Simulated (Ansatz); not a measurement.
**BH3S2 (SMILES SBS): MP2/aug-cc-pVDZ**

What is the electronic atomisation energy of BH3S2 at MP2/aug-cc-pVDZ? 

The results are computed with Ansatz 0.2.0.

37 further runs of the same task are left out: 2 that didn't finish, 35 set aside as unsound or not needed. Runs told in other sessions of the task aren't counted.

## Step 1: The system as given

BH3S2 has 6 atoms, charge 0, and is taken as a singlet. SMILES: `SBS`. The coordinates come from a PBE0-D4/def2-TZVP relaxation. This is one conformer, not always the lowest.

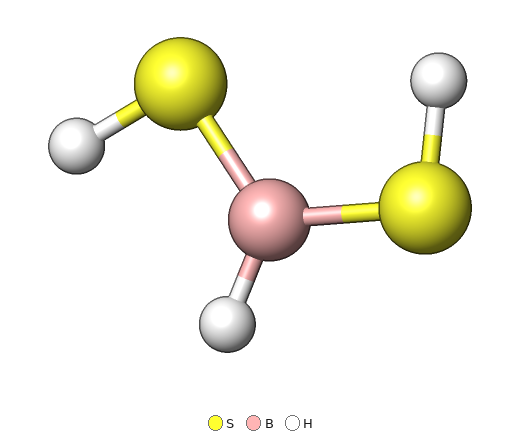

The structure, seen from a chosen angle (sulfur yellow, boron pink, hydrogen white).

## Step 2: A single-point energy at MP2/aug-cc-pVDZ

File run.yaml:

```yaml
crystal:
  periodic: [false, false, false]
  atoms:
    - symbol: S
      position_ang: [-0.819900, -0.605200, -1.516500]
    - symbol: B
      position_ang: [0.091400, -0.453600, 0.008900]
    - symbol: S
      position_ang: [0.333100, 1.114800, 0.829800]
    - symbol: H
      position_ang: [-1.145600, 0.688100, -1.694600]
    - symbol: H
      position_ang: [0.535500, -1.462200, 0.457500]
    - symbol: H
      position_ang: [1.047600, 0.654100, 1.868800]
basis:
  gaussian:
    orbitals: aug-cc-pVDZ
correlation:
  method: mp2
  frozen_orbitals: {B: 1, H: 0, S: 5}
accuracy: high
```

Command:

```
$ ansatz run run.yaml --threads 1 --pin off --max-ram 2610MiB --events-out events.jsonl --progress --plain --runs-dir runs
```

Log:

```text
Warning: RAYON_NUM_THREADS=1 ignored (pool sized by the plan → 1); use --threads N
Functional definition: HF
  name "HF"
  exchange = exact_x
  correlation = 0
2086 factors; integrals over basis functions are off by at most 3.4e-9 eV
mean field evaluation 1: about -22354.4667 eV, gradient 1.6e1 eV
mean field evaluation 2: about -22354.4683 eV, gradient 1.6e1 eV
mean field evaluation 4: about -22355.7181 eV, gradient 1.7e0 eV
mean field evaluation 8: about -22355.7358 eV, gradient 3.8e-2 eV
mean field -22355.73583247 eV, -821.5581385813 hartree, gradient 7.8e-8 eV, S^2 0.000000; 0 other end points of the search recorded, 0 dependent functions left out
11 core orbitals not correlated: weight in the atoms' cores, before any rotation towards them, 1.000 or more for the frozen orbitals, at most 0.000 for the correlated occupied ones
reference -22355.73583247 eV, -821.5581385813 hartree; 9, 9 occupied and 84, 84 virtual orbitals, 2086 factors
second order -10.20027843 eV of doubles, -0.00000000 eV of singles
Total energy: -22365.93611091 eV, -821.9329918998 hartree
```

Wall time 7.2 s (1 thread of Arm Neoverse N1, shared host); peak memory 0.29 GiB.

## Step 3: The B atom at the same level

File molecule.yaml:

```yaml
crystal:
  periodic: [false, false, false]
  atoms:
    - symbol: B
      position_ang: [0.000000, 0.000000, 0.000000]
basis:
  gaussian:
    orbitals: aug-cc-pVDZ
magnetization:
  spin_polarized: true
  initial_magnetization: 1
accuracy: high
correlation:
  method: mp2
  frozen_orbitals: {B: 1}
```

Run the same way, it converges to -24.56764 Eh (log not shown).

## Step 4: The H atom: a single-point energy at UHF/aug-cc-pVDZ

File in.yaml:

```yaml
crystal:
  periodic: [false, false, false]
  atoms:
    - {symbol: H, position_ang: [0.000000, 0.000000, 0.000000]}
basis:
  gaussian:
    orbitals: aug-cc-pVDZ
magnetization:
  spin_polarized: true
  initial_magnetization: 1
hamiltonian:
  xc: hf
accuracy: high
```

Run the same way, it converges to -0.49933 Eh (log not shown).

## Step 5: The S atom, same level

File in.yaml:

```yaml
basis:
  gaussian: {orbitals: aug-cc-pVDZ}
crystal:
  periodic: [false, false, false]
  atoms:
    - {symbol: S, position_ang: [0.000000, 0.000000, 0.000000]}
correlation: {method: mp2, frozen_orbitals: {S: 5}}
accuracy: high
magnetization: {spin_polarized: true, initial_magnetization: 2}
```

Command:

```
$ ansatz run in.yaml --threads 1 --pin off --max-ram 2610MiB --events-out events.jsonl --progress --plain --runs-dir runs
```

Log, shortened:

```text
Warning: RAYON_NUM_THREADS=1 ignored (pool sized by the plan → 1); use --threads N
[... 2 set-up lines as earlier in the session ...]
[...]
230 factors; integrals over basis functions are off by at most 3.4e-9 eV
[...]
mean field -10816.49175025 eV, -397.4987401404 hartree, gradient 2.9e-8 eV, S^2 2.009484; 3 other end points of the search recorded, 0 dependent functions left out
5 core orbitals not correlated: weight in the atoms' cores, before any rotation towards them, 1.000 or more for the frozen orbitals, at most 0.000 for the correlated occupied ones
reference -10816.49175025 eV, -397.4987401404 hartree; 4, 2 occupied and 18, 20 virtual orbitals, 230 factors
second order -2.44578951 eV of doubles, -0.00000000 eV of singles
Total energy: -10818.93753976 eV, -397.5886212469 hartree
```

Wall time 0.22 s (1 thread of Arm Neoverse N1, shared host).

## Step 6: Results

Level: MP2/aug-cc-pVDZ, 11 core orbitals frozen.

```
                                              quantity          value
                                molecule: total energy  -821.93299 Eh
molecule: correlation energy (11 core orbitals frozen)     -374.9 mEh
                                  B atom: total energy   -24.56764 Eh
    B atom: correlation energy (1 core orbital frozen)      -37.1 mEh
             B atom: ⟨S²⟩ of the reference determinant          0.761
                                  H atom: total energy    -0.49933 Eh
                                          H atom: ⟨S²⟩          0.750
                                  S atom: total energy  -397.58862 Eh
   S atom: correlation energy (5 core orbitals frozen)      -89.9 mEh
             S atom: ⟨S²⟩ of the reference determinant          2.009
                         electronic atomisation energy      18.779 eV
```

In words: Taking the molecule apart into free atoms costs 18.78 eV (433 kcal/mol), before zero-point energy and without spin-orbit coupling.
